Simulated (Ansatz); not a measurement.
# Calculations on BH$_{3}$O and related structures

Part 1: Relaxation

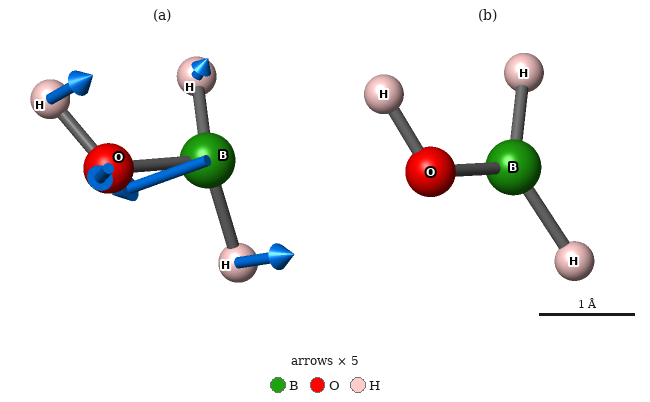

The structure of BH3O before (left) and after (right) a relaxation, at one scale. The blue arrows give the displacements, magnified 5 times.

Style: ball-and-stick. Shown from a free direction.

It is one of the separated reactants of a reaction.

Theory: Ansatz, RKS PBE0-D4/def2-TZVP.

The input:
```yaml
crystal:
  periodic: [false, false, false]
  atoms:
    - {symbol: B, position_ang: [-0.468439, 0.281487, -0.465647]}
    - {symbol: O, position_ang: [0.593104, 0.332007, -1.429084]}
    - {symbol: H, position_ang: [-1.323298, -0.569648, -0.648526]}
    - {symbol: H, position_ang: [-0.917164, 1.374859, -0.169931]}
    - {symbol: H, position_ang: [0.536637, -0.390804, -2.051903]}
basis:
  gaussian: {orbitals: def2-TZVP}
hamiltonian: {xc: pbe0, dispersion: d4}
relax: {f_tol: 0.005, max_steps: 200}
```

### Summarise the run.

The largest move after the best rigid fit is that of B1, 0.26 Å. By element the largest moves are B 0.26 Å, H 0.17 Å, O 0.11 Å. Some distances before and after: B1–O2 1.434 → 1.348 Å, B1–H3 1.220 → 1.202 Å, O2–H5 0.956 → 0.961 Å. Among the angles between lasting bonds that change: H3–B1–H4 113.9° → 122.6°, O2–B1–H3 116.3° → 120.6°, O2–B1–H4 113.8° → 116.8°. After 7 geometry steps the energy has fallen by 70.0 kJ/mol. Largest force component: 4.3 eV/Å at the start, 0.00058 eV/Å at the end.

Part 2: Relaxation

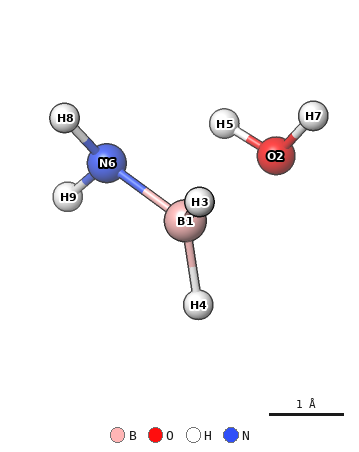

This is the input geometry for a relaxation of BNH$_{6}$O (started from a transition state, displaced along its imaginary mode). The picture is a ball-and-stick view, seen at a tilt.

Theory: RKS PBE0-D4/def2-TZVP (Ansatz).

Input
```yaml
crystal:
  periodic: [false, false, false]
  atoms:
    - {symbol: B, position_ang: [-0.672474, 0.123572, -0.176044]}
    - {symbol: O, position_ang: [0.787465, 0.515004, -1.020459]}
    - {symbol: H, position_ang: [-1.151183, -0.787694, -0.817639]}
    - {symbol: H, position_ang: [-1.290180, 1.156255, -0.162283]}
    - {symbol: H, position_ang: [1.121995, 0.188556, -0.286335]}
    - {symbol: N, position_ang: [0.098881, -0.251765, 1.043586]}
    - {symbol: H, position_ang: [0.933412, -0.105316, -1.746827]}
    - {symbol: H, position_ang: [0.099521, -1.210935, 1.336291]}
    - {symbol: H, position_ang: [0.072562, 0.372323, 1.829711]}
basis:
  gaussian: {orbitals: def2-TZVP}
hamiltonian: {xc: pbe0, dispersion: d4}
relax: {f_tol: 0.005, max_steps: 200}
```

> Where does the relaxation end?

The largest move after the best rigid fit is that of H4, 1.79 Å. By element the largest moves are H 1.79 Å, O 1.43 Å, B 0.94 Å, N 0.48 Å. Near-neighbour distances that change, for instance: B1–O2 1.731 → 3.704 Å, B1–N6 1.491 → 1.382 Å, O2–H5 0.870 → 0.961 Å, B1–H3 1.213 → 1.201 Å. Bond angles that change, for instance: B1–N6–H9 118.1° → 122.9°, H3–B1–H4 116.6° → 121.3°, H5–O2–H7 109.6° → 105.0°. After 70 accepted moves (82 points after the start) the energy has fallen by 0.894 eV. The largest force component goes from 7.4 to 0.00093 eV/Å. The line search rejected the trial steps at points 9, 13, 17, 22, 30, 36, 47, 51 and more of the run. The forces were under the threshold at step 75, but the run went on from there. The run took of the order of 2.1 core-minutes on a shared host.

History of the run:

| step | E − E(0), eV | largest force component, eV/Å | note |
| --- | --- | --- | --- |
| 0 | 0.0000 | 7.3600 |  |
| 1 | -0.4923 | 0.9392 |  |
| 2 | -0.5130 | 0.8605 |  |
| 3 | -0.5621 | 0.4687 |  |
| 4 | -0.5622 | 0.5972 |  |
| 5 | -0.5853 | 0.4828 |  |
| 6 | -0.6043 | 0.3947 |  |
| 7 | -0.6246 | 0.3515 |  |
| 8 | -0.6345 | 0.8679 |  |
| 9 | -0.6182 | 1.9820 | rejected |
| 10 | -0.6906 | 0.4819 |  |
| 14 | -0.7661 | 0.2973 |  |
| 18 | -0.7921 | 0.2689 |  |
| 21 | -0.8070 | 0.0713 |  |
| 25 | -0.8102 | 0.3908 |  |
| 29 | -0.8159 | 0.0808 |  |
| 33 | -0.8183 | 0.0885 |  |
| 37 | -0.8193 | 0.0311 |  |
| 40 | -0.8198 | 0.0081 |  |
| 44 | -0.8211 | 0.0094 |  |
| 48 | -0.8232 | 0.0818 |  |
| 52 | -0.8309 | 0.1470 |  |
| 55 | -0.8503 | 0.2856 |  |
| 59 | -0.8744 | 0.0866 |  |
| 63 | -0.8894 | 0.2010 |  |
| 67 | -0.8937 | 0.0128 |  |
| 71 | -0.8940 | 0.0078 |  |
| 74 | -0.8930 | 0.2010 | rejected |
| 78 | -0.8941 | 0.0029 |  |
| 82 | -0.8941 | 0.0009 |  |

The structure at the end:

```xyz
9

B    -1.4792    0.2398    0.2989
O     1.9746   -0.2717   -0.9378
H    -1.4071    0.3260   -0.8966
H    -2.5226    0.3794    0.8716
H     1.8788    0.5572   -1.4140
N    -0.3295   -0.0260    1.0173
H     1.6318   -0.9428   -1.5338
H     0.5721   -0.1508    0.5747
H    -0.3189   -0.1109    2.0195
```

After the run, drawn alike:

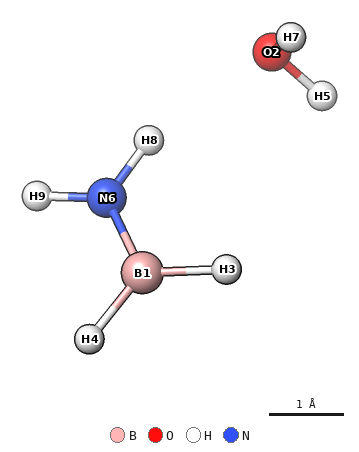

Part 3: Reaction

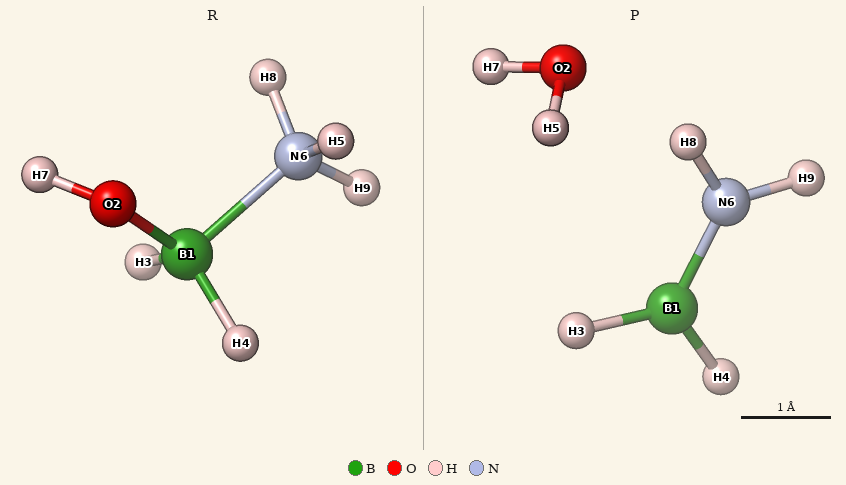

Reactant (R) and product (P) of one elementary step of BNH6O. A ball-and-stick model, seen at a tilt.

Stationary points at PBE0-D4/def2-TZVP, single-point energies with CCSD(T)/CBS (def2-TZVPP where no basis is named; Ansatz 0.2.0). The energies are electronic, without zero-point or thermal terms, and both ends are the minima reached downhill from the saddle, with any fragments still in contact. CCSD(T)/CBS stands for a frozen-core estimate: MP2 correlation extrapolated from def2-TZVPP and def2-QZVPP, CCSD(T) minus MP2 from the smaller set.

R:
```xyz
9

B    -0.4762    0.2367   -0.4824
O     0.5942    0.3036   -1.4349
H    -1.2826   -0.6654   -0.6390
H    -0.9858    1.3160   -0.2380
H     0.9985    0.5478    1.1428
N     0.2654   -0.1355    0.9782
H     0.5843   -0.4463   -2.0274
H     0.6951   -1.0549    0.9508
H    -0.3929   -0.1020    1.7500
```

P:
```xyz
9

B    -1.4781    0.2606    0.2869
O     1.9790   -0.2950   -0.9213
H    -1.3931    0.3559   -0.9071
H    -2.5246    0.4118    0.8509
H     1.9009    0.5394   -1.3911
N    -0.3397   -0.0295    1.0139
H     1.6314   -0.9554   -1.5263
H     0.5641   -0.1648    0.5788
H    -0.3401   -0.1231    2.0153
```

> Predict the saddle point between them and the barrier.

Counted by bonded pieces, R holds BH₆NO and P holds BH₄N + H₂O. From R over the saddle to P, a bond forms: O2–H5 (2.62 → 1.17 → 0.96 Å). Bonds break: B1–O2 (1.43 → 1.62 → 3.70 Å), H5–N6 (1.02 → 1.37 → 3.34 Å). Bonds that stay but change much: B1–N6 (1.68 → 1.56 → 1.38 Å). The saddle has one imaginary mode, 1185i cm⁻¹. With CCSD(T)/CBS the barrier is 25.2 kcal/mol from R and 18.0 kcal/mol from P, and P lies 7.2 kcal/mol above R.

Saddle geometry:

```xyz
9

B    -0.6380    0.1531   -0.2773
O     0.7314    0.5203   -1.0576
H    -1.1616   -0.7917   -0.8148
H    -1.2940    1.1524   -0.1602
H     1.0346    0.1078   -0.0109
N     0.1775   -0.2327    0.9966
H     0.9120   -0.0976   -1.7714
H     0.1342   -1.1938    1.3016
H     0.1038    0.3821    1.7941
```

The saddle point in the same view, with dashed sticks for the bonds that form or break:

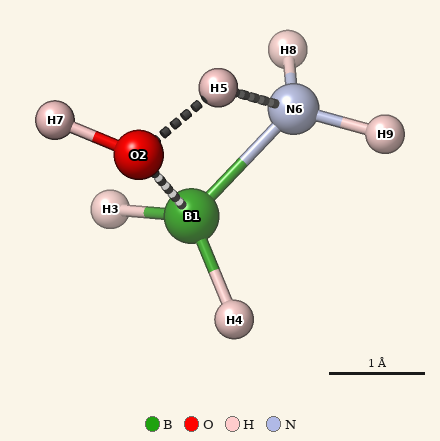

Part 4: Reaction

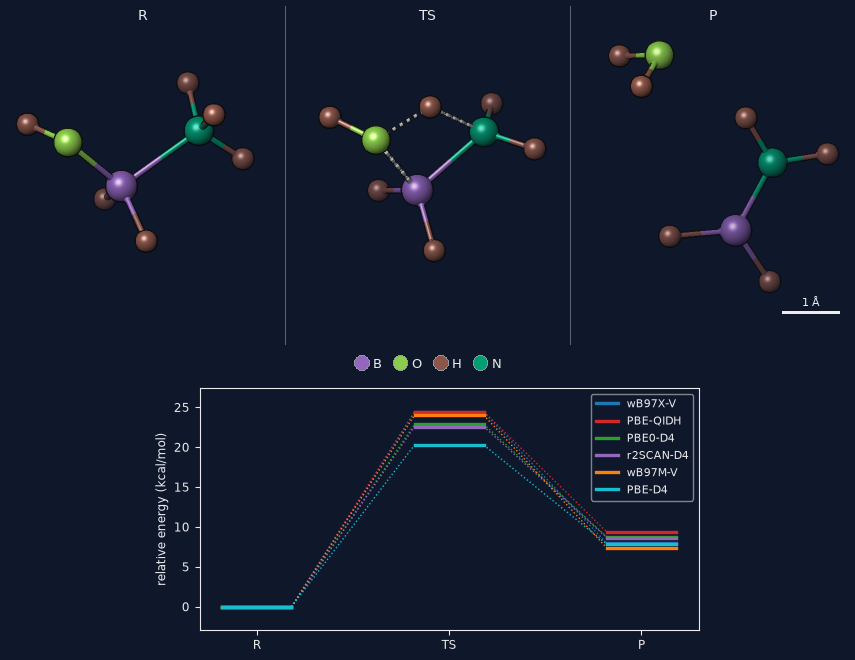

A reaction step of BNH6O, with its energy diagram. A ball-and-stick model, seen at a tilt. Dashed sticks mark bonds that form or break.

Stationary points at PBE0-D4/def2-TZVP, single-point energies with wB97X-V, PBE-QIDH, PBE0-D4, r2SCAN-D4, wB97M-V, PBE-D4 (def2-TZVPP where no basis is named; Ansatz 0.2.0). The energies are electronic, without zero-point or thermal terms, and both ends are the minima reached downhill from the saddle, with any fragments still in contact.

### Describe the step and its energetics.

Counted by bonded pieces, R holds BH₆NO and P holds BH₄N + H₂O. From R over the saddle to P, a bond forms: H–O (2.62 → 1.17 → 0.96 Å). Bonds break: B–O (1.43 → 1.62 → 3.70 Å), H–N (1.02 → 1.37 → 3.34 Å). Bonds that stay but change much: B–N (1.68 → 1.56 → 1.38 Å). The saddle has one imaginary mode, 1185i cm⁻¹. With wB97X-V the barrier is 24.4 kcal/mol from R and 16.5 kcal/mol from P, and P lies 8.0 kcal/mol above R.

```csv
level,barrier from R (kcal/mol),barrier from P (kcal/mol),P less R (kcal/mol)
wB97X-V,24.4,16.5,8.0
PBE-QIDH,24.5,15.1,9.4
PBE0-D4,22.9,14.1,8.8
r2SCAN-D4,22.6,13.9,8.7
wB97M-V,24.0,16.7,7.4
PBE-D4,20.3,12.4,7.9
```
